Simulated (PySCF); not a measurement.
Ionisation energy of neutral bromine ([Ar] 3d¹⁰ 4s² 4p⁵ → [Ar] 3d¹⁰ 4s² 4p⁴). PySCF, aug-cc-pVDZ-DK, spin-free X2C-1e, unrestricted single determinants, no spin-orbit coupling. Methods marked “valence” freeze 28 core electrons.

By method:

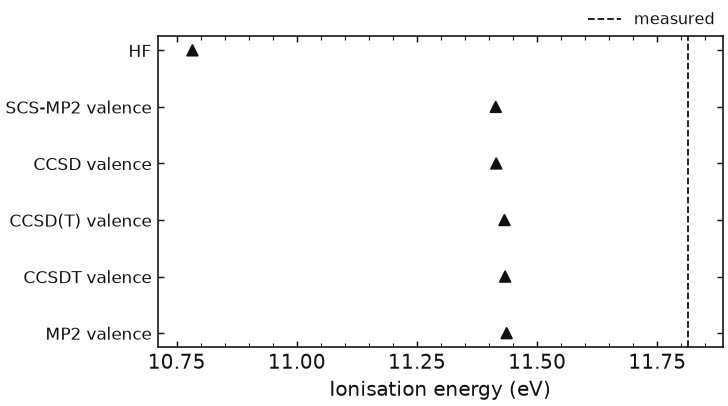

```
         Method  Ionisation energy (eV)
             HF                  10.783
    MP2 valence                  11.437
SCS-MP2 valence                  11.414
   CCSD valence                  11.415
CCSD(T) valence                  11.432
  CCSDT valence                  11.433
```

The values run from 10.783 eV (HF) to 11.437 eV (MP2 valence). The measured value is 11.814 eV; nearest to it come MP2 valence (−0.377) and CCSDT valence (−0.380), furthest HF (−1.031 eV). These values lack spin-orbit coupling; with the first-order correction of −0.021 eV added, MP2 valence comes nearest (−0.398).
